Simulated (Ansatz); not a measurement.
# CH4SSi: taking an electron away

Aim: the vertical ionisation energy of CH4SSi, as cation minus neutral at the neutral's geometry, on several levels, and how well −ε(HOMO) stands in for it.

Computed with Ansatz 0.2.0, Gaussian basis. Level: unrestricted cation, the program's frozen cores in correlated methods.

Plan: UKS PBE-D4/def2-TZVPP; UKS r2SCAN-D4/def2-TZVPP; UKS PBE0-D4/def2-TZVPP; UKS B3LYP-D4/def2-TZVPP; UKS wB97X-V/def2-TZVPP; UKS wB97M-V/def2-TZVPP; UKS B2PLYP/def2-TZVPP; UHF-CCSD(T)/def2-TZVPP; UHF-MP2/def2-QZVPP; extrapolation to the limit; then −ε(HOMO) from the neutral's earlier runs with LDA (SPW92), PBE-D4, revPBE-D4, BLYP-D4, r2SCAN-D4, B97M-V, PBE0-D4, B3LYP-D4, r2SCANh-D4, r2SCAN0-D4, HSE06-D4, BHLYP-D4, CAM-B3LYP-D4, LC-ωPBE, ωB97X-V, ωB97M-V.

## 1. The geometry

An earlier PBE0-D4 in a triple-zeta def2 set relaxation fixed the geometry.

SMILES `C1[SiH2]S1`, 7 atoms, charge 0, spin multiplicity 1.

Atoms are counted from 1 here; the program's logs count them from 0.

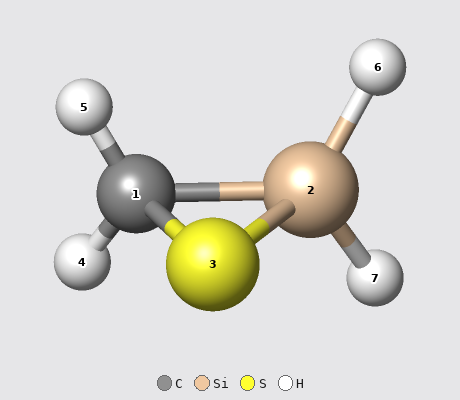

The structure; carbon grey, silicon light orange, sulfur yellow, hydrogen white; atoms are numbered from 1 in the order of the file.

## 2. Cation, UKS PBE-D4/def2-TZVPP

in.yaml reads:

```yaml
crystal:
  periodic: [false, false, false]
  atoms:
    - {symbol: C, position_ang: [-0.707742, -0.124068, -0.604372]}
    - {symbol: Si, position_ang: [0.728362, 0.212624, 0.494695]}
    - {symbol: S, position_ang: [-0.558011, -1.411894, 0.731939]}
    - {symbol: H, position_ang: [-0.544508, -0.521570, -1.601389]}
    - {symbol: H, position_ang: [-1.607156, 0.477986, -0.519051]}
    - {symbol: H, position_ang: [0.653011, 1.328728, 1.461743]}
    - {symbol: H, position_ang: [2.097246, -0.029706, -0.009266]}
basis:
  gaussian: {orbitals: def2-TZVPP}
total_charge: 1
magnetization: {spin_polarized: true, initial_magnetization: 1}
hamiltonian: {xc: pbe, dispersion: d4}
```

The run is started by

```console
$ ansatz run in.yaml --threads 2 --pin off --events-out ev --progress --plain --max-ram 4352MiB
```

After this run come: Cation, UKS r2SCAN-D4/def2-TZVPP; Cation, UKS PBE0-D4/def2-TZVPP; Cation, UKS B3LYP-D4/def2-TZVPP; Cation, UKS wB97X-V/def2-TZVPP; Cation, UKS wB97M-V/def2-TZVPP; Cation, UKS B2PLYP (frozen core)/def2-TZVPP; Cation, UHF-CCSD(T)/def2-TZVPP; Cation, UHF-MP2/def2-QZVPP.

Before running them: what should the planned runs give, taken together? Wanted: ionisation energy, CCSD(T)/CBS; nearest functional by difference; nearest −ε(HOMO); −ε(HOMO) of PBE; T1 of the cation.

The runs gave:

| quantity | value |
| --- | --- |
| ionisation energy, CCSD(T)/CBS | 9.40 eV |
| nearest functional by difference | ωB97X-V (-0.15 eV) |
| nearest −ε(HOMO) | ωB97X-V (-0.08 eV) |
| −ε(HOMO) of PBE | 5.79 eV |
| T1 of the cation | 0.017 |

By cation minus neutral, the functionals miss by 0.26 eV at most. −ε(HOMO) of PBE misses by 3.6 eV, since self-interaction lifts the level. Among orbital estimates ωB97X-V comes nearest. Hartree-Fock falls 1.31 eV short, as the neutral has more correlation energy than the cation. The cation may have settled in a state other than its lowest; no search over hole states beyond the program's own was made.
